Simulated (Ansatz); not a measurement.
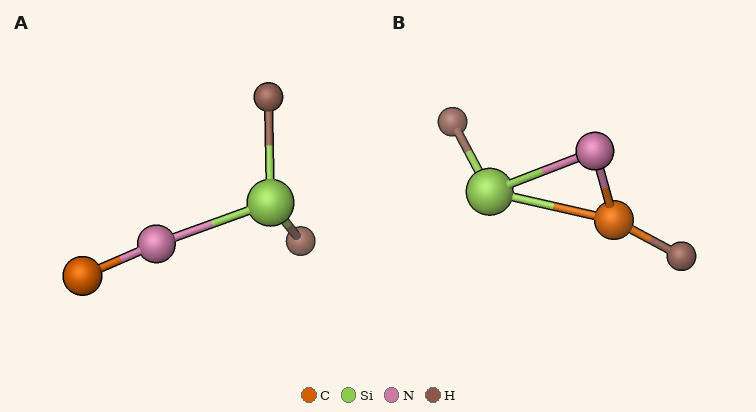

2 stationary structures of one formula. State: neutral, doublet. Geometries: PBE0-D4/def2-TZVP. Electronic energies: PBE-D4/def2-TZVPP (Ansatz 0.2.0), without zero-point energy. No frequency run is at hand to confirm each as a minimum.

Rank them by energy, lowest first.

A is lowest (Cs); B lies 75.4 kJ/mol above it (C1).
